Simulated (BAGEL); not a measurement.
**HF/def2-SVP (density fitting with qzvpp-jkfit) run of Si2H4ClF (SMILES F[SiH]([SiH3])Cl)**

Aim: the energy change on altering one bond length of Si2H4ClF at HF/def2-SVP (density fitting with qzvpp-jkfit), from 2 runs. 

The results are computed with BAGEL 1.2.2.

2 further runs of the same task are left out: 2 set aside as unsound or not needed. Runs told in other sessions of the task aren't counted.

## Step 1: Starting point

Si2H4ClF: 8 atoms, total charge 0, spin state singlet. SMILES: `F[SiH]([SiH3])Cl`. Geometry: relaxed at PBE0-D4/def2-TZVP.

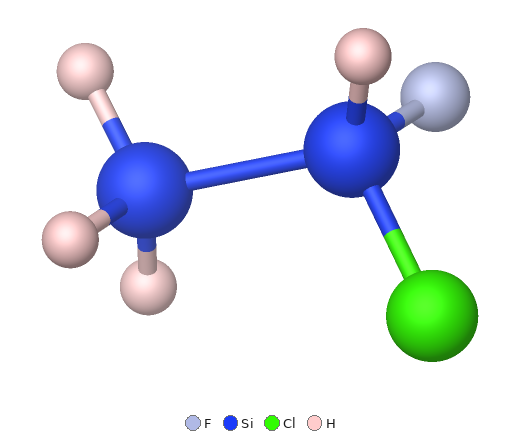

The structure, seen from a chosen angle (fluorine light blue, silicon blue, chlorine green, hydrogen pink).

## Step 2: The energy at HF/def2-SVP (density fitting with qzvpp-jkfit)

job.json

```json
{ "bagel": [

{
  "title": "molecule",
  "basis": "svp",
  "df_basis": "qzvpp-jkfit",
  "angstrom": true,
  "geometry": [
    { "atom": "F", "xyz": [   -1.329000,    1.796800,    0.161200 ] },
    { "atom": "Si", "xyz": [   -0.382900,    0.812800,   -0.667700 ] },
    { "atom": "Si", "xyz": [    0.539000,   -0.793000,    0.761300 ] },
    { "atom": "Cl", "xyz": [   -1.534100,   -0.130100,   -2.075900 ] },
    { "atom": "H", "xyz": [    0.596600,    1.655400,   -1.392300 ] },
    { "atom": "H", "xyz": [    1.355700,   -0.131100,    1.812300 ] },
    { "atom": "H", "xyz": [    1.403500,   -1.693800,   -0.044400 ] },
    { "atom": "H", "xyz": [   -0.556600,   -1.574100,    1.389600 ] }
  ]
},
{
  "title": "hf"
},
{
  "title": "print",
  "file": "orbitals.molden",
  "orbitals": true
}

]}
```

Run with:

```sh
$ BAGEL_NUM_THREADS=1 BAGEL job.json > job.out
```

Standard output:

```text
* using 1 threads per process

  ===============================================================
  ===============================================================

  *** Geometry ***

  { "atom" : "F", "xyz" : [     -2.511446,      3.395460,      0.304624 ] },
  { "atom" : "Si", "xyz" : [     -0.723576,      1.535969,     -1.261770 ] },
  { "atom" : "Si", "xyz" : [      1.018562,     -1.498553,      1.438648 ] },
  { "atom" : "Cl", "xyz" : [     -2.899029,     -0.245853,     -3.922882 ] },
  { "atom" : "H", "xyz" : [      1.127411,      3.128253,     -2.631066 ] },
  { "atom" : "H", "xyz" : [      2.561902,     -0.247743,      3.424751 ] },
  { "atom" : "H", "xyz" : [      2.652231,     -3.200818,     -0.083904 ] },
  { "atom" : "H", "xyz" : [     -1.051822,     -2.974618,      2.625963 ] },

  Number of auxiliary basis functions:      533

  Since a DF basis is specified, we compute 2- and 3-index integrals:
    o Being stored without compression. Storage requirement is 0.033 GB

  Number of basis functions:       88
  Number of electrons      :       58

    * METHOD: MOLECULE                             0.22

  *** RHF ***

  === Nuclear Repulsion ===
   276.2049934957

      * DIIS with orbital gradients will be used.

  === RHF iteration (svp) ===
      0      -1138.67116189          0.01471193           0.08
      1      -1138.77619465          0.00915958           0.07
      2      -1138.82433731          0.00118101           0.07
      3      -1138.82572043          0.00027724           0.08
      4      -1138.82579204          0.00005389           0.08
      5      -1138.82579588          0.00001010           0.07
      6      -1138.82579605          0.00000251           0.07
      7      -1138.82579606          0.00000067           0.08
      8      -1138.82579606          0.00000024           0.08
      9      -1138.82579606          0.00000008           0.08
     10      -1138.82579606          0.00000003           0.07
     11      -1138.82579606          0.00000001           0.08
    * SCF iteration converged.

    * Permanent dipole moment:
           (   -0.689952,     0.218448,    -0.177106) a.u.

    * METHOD: HF                                   1.08

    * METHOD: PRINT                                0.01

  ===============================================================
```

Wall time 1.5 s (1 thread of Intel Xeon 6975P-C (Granite Rapids), shared host).

## Step 3: The distorted shape, same level

hf.json

```json
{ "bagel": [

{
  "title": "molecule",
  "basis": "svp",
  "df_basis": "qzvpp-jkfit",
  "angstrom": "true",
  "geometry": [
    { "atom": "F", "xyz": [      -1.475946,       1.670392,       0.269905 ] },
    { "atom": "Si", "xyz": [      -0.529846,       0.686392,      -0.558995 ] },
    { "atom": "Si", "xyz": [       0.392054,      -0.919408,       0.870005 ] },
    { "atom": "Cl", "xyz": [      -1.681046,      -0.256508,      -1.967195 ] },
    { "atom": "H", "xyz": [       0.596600,       1.655400,      -1.392300 ] },
    { "atom": "H", "xyz": [       1.208754,      -0.257508,       1.921005 ] },
    { "atom": "H", "xyz": [       1.256554,      -1.820208,       0.064305 ] },
    { "atom": "H", "xyz": [      -0.703546,      -1.700508,       1.498305 ] }
  ]
},

{ "title": "hf" },

{ "title": "print", "file": "orbitals.molden", "orbitals": "true" }

]}
```

Run with:

```sh
$ BAGEL_NUM_THREADS=1 BAGEL hf.json > hf.out
```

Standard output:

```text
* using 1 threads per process

  ===============================================================
  ===============================================================

  *** Geometry ***

  { "atom" : "F", "xyz" : [     -2.789134,      3.156583,      0.510047 ] },
  { "atom" : "Si", "xyz" : [     -1.001264,      1.297093,     -1.056347 ] },
  { "atom" : "Si", "xyz" : [      0.740875,     -1.737429,      1.644071 ] },
  { "atom" : "Cl", "xyz" : [     -3.176717,     -0.484730,     -3.717460 ] },
  { "atom" : "H", "xyz" : [      1.127411,      3.128253,     -2.631066 ] },
  { "atom" : "H", "xyz" : [      2.284214,     -0.486620,      3.630173 ] },
  { "atom" : "H", "xyz" : [      2.374543,     -3.439695,      0.121519 ] },
  { "atom" : "H", "xyz" : [     -1.329509,     -3.213494,      2.831386 ] },

  Number of auxiliary basis functions:      533

  Since a DF basis is specified, we compute 2- and 3-index integrals:
    o Being stored without compression. Storage requirement is 0.033 GB

  Number of basis functions:       88
  Number of electrons      :       58

    * METHOD: MOLECULE                             0.21

  *** RHF ***

  === Nuclear Repulsion ===
   275.1224898202

      * DIIS with orbital gradients will be used.

  === RHF iteration (svp) ===
      0      -1138.65472431          0.01474664           0.10
      1      -1138.76008968          0.00925516           0.08
      2      -1138.80952351          0.00117661           0.07
      3      -1138.81095040          0.00028893           0.08
      4      -1138.81102941          0.00005475           0.08
      5      -1138.81103355          0.00001060           0.08
      6      -1138.81103375          0.00000272           0.07
      7      -1138.81103376          0.00000072           0.08
      8      -1138.81103376          0.00000025           0.07
      9      -1138.81103376          0.00000008           0.08
     10      -1138.81103376          0.00000003           0.08
     11      -1138.81103376          0.00000001           0.10
    * SCF iteration converged.

    * Permanent dipole moment:
           (   -0.603474,     0.337030,    -0.259014) a.u.

    * METHOD: HF                                   1.13

    * METHOD: PRINT                                0.01

  ===============================================================
```

Wall time 1.5 s (1 thread of Intel Xeon 6975P-C (Granite Rapids), shared host).

## Step 4: Results

At HF/def2-SVP (density fitting with qzvpp-jkfit):

```
                                                          quantity           value
                                         first shape: total energy  -1138.82580 Eh
                                        first shape: dipole moment          1.89 D
                                          first shape: HOMO energy       -11.31 eV
                                          first shape: LUMO energy         3.11 eV
                                        first shape: HOMO–LUMO gap        14.42 eV
                                     distorted shape: total energy  -1138.81103 Eh
                                    distorted shape: dipole moment          1.88 D
                                      distorted shape: HOMO energy       -11.20 eV
                                      distorted shape: LUMO energy         2.98 eV
                                    distorted shape: HOMO–LUMO gap        14.18 eV
energy change with the Si2–H5 bond stretched from 1.481 to 1.704 Å        0.402 eV
```

With the Si2–H5 bond stretched from 1.481 to 1.704 Å the energy rises by 0.40 eV (38.8 kJ/mol). The first shape isn't relaxed at this level, so the change isn't measured from a minimum.
